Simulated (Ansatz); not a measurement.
**triplet SnS at 6 levels**

Aim: a comparison of 6 runs (UB2PLYP/STO-3G, UBHLYP/STO-3G, UBLYP/STO-3G, UCAM-B3LYP/STO-3G, USVWN5/STO-3G, UMP2/STO-3G) of triplet SnS. 

Program for the calculation: Ansatz 0.2.0.

53 further runs of the same task are left out: 19 that didn't finish, 34 set aside as unsound or not needed.

### 1 The system as given

SnS: 2 atoms, total charge 0, spin state triplet. As SMILES of the parent species, `[S][Sn]`. The bond length is the one measured for the parent species. That shape belongs to the parent species and isn't relaxed for this state.

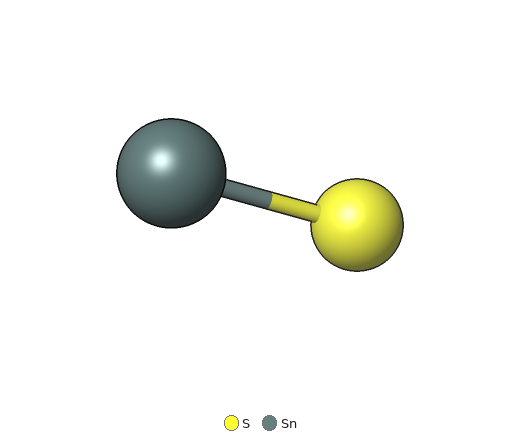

The structure, seen from a chosen angle (sulfur yellow, tin teal).

### 2 A single-point energy at UB2PLYP/STO-3G (run 1)

Contents of job.yaml:

```yaml
crystal:
  periodic: [false, false, false]
  atoms:
    - {symbol: S, position_ang: [0.000000, 0.000000, 0.000000]}
    - {symbol: Sn, position_ang: [0.000000, 0.000000, 2.209026]}
basis:
  gaussian: {orbitals: STO-3G}
magnetization: {spin_polarized: true, initial_magnetization: 2}
hamiltonian: {xc: {name: B2PLYP}}
correlation: {frozen_orbitals: {S: 5, Sn: 18}}
accuracy: high
```

Launch:

```
$ ansatz run job.yaml --threads 1 --pin off --max-ram 2610MiB --events-out events.jsonl --progress --plain --runs-dir runs
```

The log of the run:

```text
Warning: RAYON_NUM_THREADS=1 ignored (pool sized by the plan → 1); use --threads N
Functional definition: B2PLYP
  name "B2PLYP"
  parameter a = 0.53
  parameter c = 0.27
  exchange = (1 - a)*b88_x + a*exact_x
  correlation = (1 - c)*lyp_c + c*(mp2_os + mp2_ss)
635 factors; integrals over basis functions are off by at most 1.2e-8 eV
mean field evaluation 1: about -173018.0134 eV, gradient 9.5e0 eV
mean field evaluation 2: about -173018.0325 eV, gradient 9.5e0 eV
mean field evaluation 4: about -173019.1727 eV, gradient 9.3e-1 eV
mean field evaluation 8: about -173019.2213 eV, gradient 1.1e-1 eV
mean field evaluation 16: about -173019.2246 eV, gradient 6.2e-4 eV
mean field evaluation 32: about -173019.2246 eV, gradient 4.1e-8 eV
mean field evaluation 64: about -173019.7783 eV, gradient 2.2e-8 eV
mean field -173019.77833363 eV, -6358.3595767431 hartree, gradient 2.2e-8 eV, S^2 2.002597; 6 other end points of the search recorded, 0 dependent functions left out
23 core orbitals not correlated: weight in the atoms' cores, before any rotation towards them, 1.000 or more for the frozen orbitals, at most 0.000 for the correlated occupied ones
reference -173019.77834956 eV, -6358.3595773284 hartree; 11, 9 occupied and 2, 4 virtual orbitals, 635 factors
second order -1.06053854 eV of doubles, -0.00000000 eV of singles
Total energy: -173020.06469497 eV, -6358.3701003280 hartree
```

Run time: 9.3 s. Hardware: 1 thread of Arm Neoverse V1, shared host; peak memory 0.19 GiB.

### 3 The energy at UBHLYP/STO-3G (run 2)

Contents of in.yaml:

```yaml
crystal:
  periodic: [false, false, false]
  atoms:
    - {symbol: S, position_ang: [0.000000, 0.000000, 0.000000]}
    - {symbol: Sn, position_ang: [0.000000, 0.000000, 2.209026]}
basis:
  gaussian:
    orbitals: STO-3G
magnetization:
  spin_polarized: true
  initial_magnetization: 2
hamiltonian:
  xc: {name: BHLYP}
accuracy: high
total_charge: 0
```

Launch:

```
$ ansatz run in.yaml --threads 1 --pin off --max-ram 2610MiB --events-out events.jsonl --progress --plain --runs-dir runs
```

The log of the run:

```text
Warning: RAYON_NUM_THREADS=1 ignored (pool sized by the plan → 1); use --threads N
Functional definition: BHLYP
  name "BHLYP"
  parameter a = 0.5
[... 1 set-up line as earlier in the session ...]
  correlation = lyp_c
635 factors; integrals over basis functions are off by at most 1.2e-8 eV
mean field evaluation 1: about -173040.7782 eV, gradient 9.6e0 eV
mean field evaluation 2: about -173036.9060 eV, gradient 2.3e1 eV
mean field evaluation 4: about -173041.9542 eV, gradient 3.9e-1 eV
mean field evaluation 8: about -173041.9862 eV, gradient 5.7e-2 eV
mean field evaluation 16: about -173041.9868 eV, gradient 1.4e-4 eV
mean field evaluation 32: about -173042.5093 eV, gradient 3.1e-1 eV
mean field -173042.52049194 eV, -6359.1953356458 hartree, gradient 2.0e-9 eV, S^2 2.002331; 3 other end points of the search recorded, 0 dependent functions left out
reference -173042.52050892 eV, -6359.1953362696 hartree; 34, 32 occupied and 2, 4 virtual orbitals, 635 factors
Total energy: -173042.52050892 eV, -6359.1953362696 hartree
```

Wall time 7.2 s (1 thread of Arm Neoverse V1, shared host); peak memory 0.17 GiB.

Runs 3 to 5 aren't shown in full; the table further down has their settings and results.

### 4 A single-point energy at UMP2/STO-3G (run 6)

Contents of molecule.yaml:

```yaml
crystal:
  periodic: [false, false, false]
  atoms:
    - {symbol: S, position_ang: [0.000000, 0.000000, 0.000000]}
    - {symbol: Sn, position_ang: [0.000000, 0.000000, 2.209026]}
basis:
  gaussian:
    orbitals: STO-3G
magnetization:
  spin_polarized: true
  initial_magnetization: 2
correlation:
  method: mp2
  frozen_orbitals: {S: 5, Sn: 18}
accuracy: high
```

Launch:

```
$ ansatz run molecule.yaml --threads 1 --pin off --max-ram 2610MiB --events-out events.jsonl --progress --plain --runs-dir runs
```

The log of the run, shortened:

```text
Warning: RAYON_NUM_THREADS=1 ignored (pool sized by the plan → 1); use --threads N
Functional definition: HF
  name "HF"
[...]
635 factors; integrals over basis functions are off by at most 1.2e-8 eV
[...]
mean field -172966.62672395 eV, -6356.4062911146 hartree, gradient 1.4e-8 eV, S^2 2.005177; 23 other end points of the search recorded, 0 dependent functions left out
23 core orbitals not correlated: weight in the atoms' cores, before any rotation towards them, 1.000 or more for the frozen orbitals, at most 0.000 for the correlated occupied ones
reference -172966.62672395 eV, -6356.4062911146 hartree; 11, 9 occupied and 2, 4 virtual orbitals, 635 factors
second order -0.67275823 eV of doubles, -0.00000000 eV of singles
Total energy: -172967.29948217 eV, -6356.4310145234 hartree
```

Wall time 9.6 s (1 thread of Arm Neoverse V1, shared host); peak memory 0.12 GiB.

### 5 Overview of the runs

```csv
run,level,frozen core orbitals,energy (Eh),⟨S²⟩,wall time
1,UB2PLYP/STO-3G,23,-6358.370100,2.003,9.3 s
2,UBHLYP/STO-3G,–,-6359.195336,2.002,7.2 s
3,UBLYP/STO-3G,–,-6358.814568,2.001,11 s
4,UCAM-B3LYP/STO-3G,–,-6359.164425,2.002,8.1 s
5,USVWN5/STO-3G,–,-6351.857559,2.002,7.8 s
6,UMP2/STO-3G,23,-6356.431015,2.005,9.6 s
```

### 6 Results

| quantity | value |
| --- | --- |
| run 6: total energy | -6356.43101 Eh |
| run 6: correlation energy (23 core orbitals frozen) | -24.7 mEh |
| run 6: ⟨S²⟩ of the reference determinant | 2.005 |

In words: Totals of different functionals can't be ranked against each other. In runs 1, 2, 3, 4, 5, 6 the basis is minimal, so the values are rough. In runs 1, 2, 3, 4, 5, 6 relativity is left out where basis or elements ask for it. All runs together took 54 s, the longest 11 s.
